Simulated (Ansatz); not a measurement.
We consider ZrAl3 (I4/mmm, No. 139), described by BLYP (Ansatz, a quantum-chemistry and plane-wave program, PAW).

Numerical settings: plane-wave cutoff 520 eV, 20×20×20 k mesh, Fermi–Dirac smearing 0.05 eV, scalar-relativistic PAW data made under PBE.

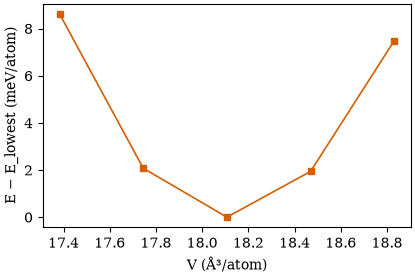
Figure: Total energy against volume

Q: From the curve, estimate the equilibrium volume and the bulk modulus.

A: V0 ≈ 18.1 Å³/atom and B0 ≈ 89 GPa; the fit gives V0 = 18.107 Å³/atom, B0 = 88.8 GPa, B′ = 4.4.

Shape and atoms are relaxed at each volume.

Measured, for comparison: equilibrium volume per atom 17.28 Å³/atom (temperature not stated, copied from a table, unchecked, no zero-point or thermal correction; as tabulated in Acta Crystallographica Section B 48, 11 (1992)). Computed less measured: equilibrium volume per atom not scored (unchecked).
